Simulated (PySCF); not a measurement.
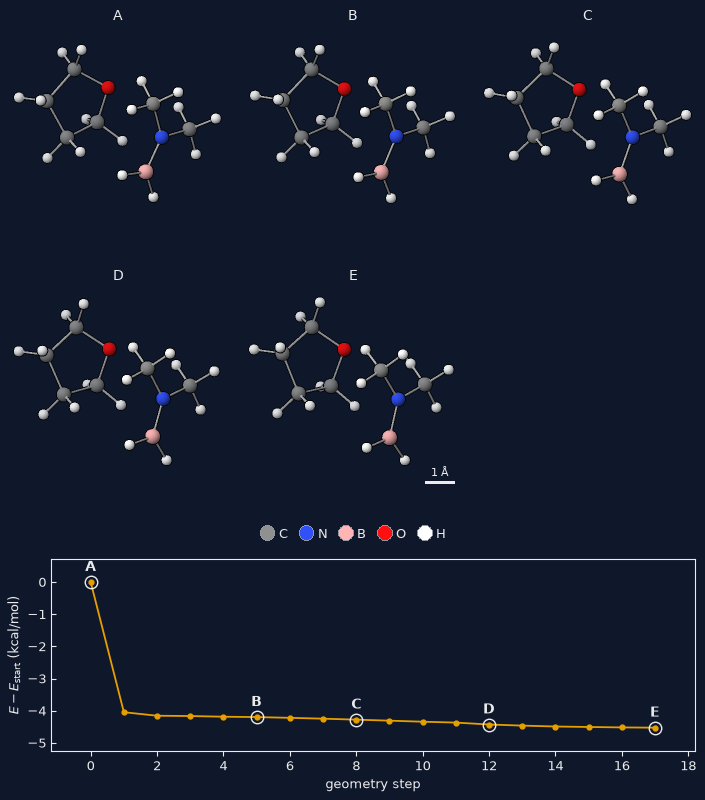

Frames of a relaxation of C$_{6}$H$_{16}$BNO, marked on the history of the run. Style: ball-and-stick. Shown at a tilt.

The start comes from GFN2-xTB. Its atoms were then displaced at random by about 0.01 Å.

These are results of PBE0-D3(BJ)/def2-SVP geometry optimisation, gas phase (PySCF), not measurements. 

> What happens along the run?

An H atom moves most after the best rigid fit: 0.61 Å. By element the largest moves are H 0.61 Å, B 0.39 Å, C 0.34 Å, N 0.11 Å, O 0.08 Å. Near-neighbour distances that change, for instance: B–N 1.355 → 1.389 Å, B–H 1.183 → 1.211 Å, C–H 1.083 → 1.110 Å, C–H 1.129 → 1.103 Å. Bond angles that change, for instance: N–C–H 108.1° → 110.2°. Over 17 geometry steps the energy falls by 4.53 kcal/mol. Cost: 12 min on 1 thread of Arm Neoverse N1, with other jobs on the host. From step 0 to 5: an H atom moves most (0.13 Å), energy −4.20 kcal/mol. From step 5 to 8: an H atom moves most (0.21 Å), energy −0.08 kcal/mol. From step 8 to 12: an H atom moves most (0.22 Å), energy −0.15 kcal/mol. From step 12 to 17: an H atom moves most (0.18 Å), energy −0.10 kcal/mol.

Limits of the set-up: the start holds two separate molecules, 2.6 Å apart at their closest, whose relative position is a soft coordinate.
